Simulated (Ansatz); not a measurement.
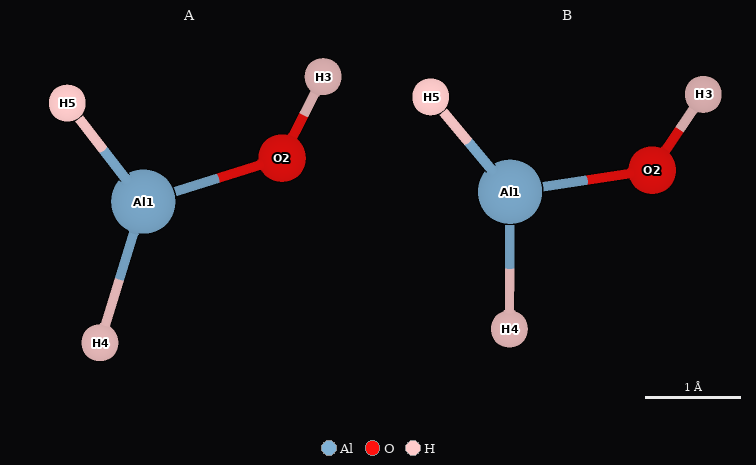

Two geometries of AlH$_{3}$O, drawn at one scale. One is the start of a relaxation, the other its converged end. Style: ball-and-stick. Shown at a tilt.

Theory: RKS B3LYP-D4/def2-SVP (Ansatz). Settings: no spin polarisation; force threshold 0.03 eV/Å; at most 50 steps.

> Which of the two is the end point?

Structure A is the relaxed one. The run prepares an end point of a later path (reaction) calculation, from a guessed geometry. H4 moves most after the best rigid fit: 0.40 Å. Largest moves by element: H 0.40 Å, Al 0.20 Å, O 0.15 Å. Some distances before and after: Al1–H4 1.543 → 1.576 Å, Al1–O2 1.733 → 1.706 Å. Among the angles between lasting bonds that change: O2–Al1–H4 87.4° → 115.2°, H4–Al1–H5 142.0° → 124.4°, O2–Al1–H5 130.5° → 120.3°. Over 5 geometry steps the energy falls by 45.4 kJ/mol. Largest force component: 1.4 eV/Å at the start, 0.0077 eV/Å at the end.
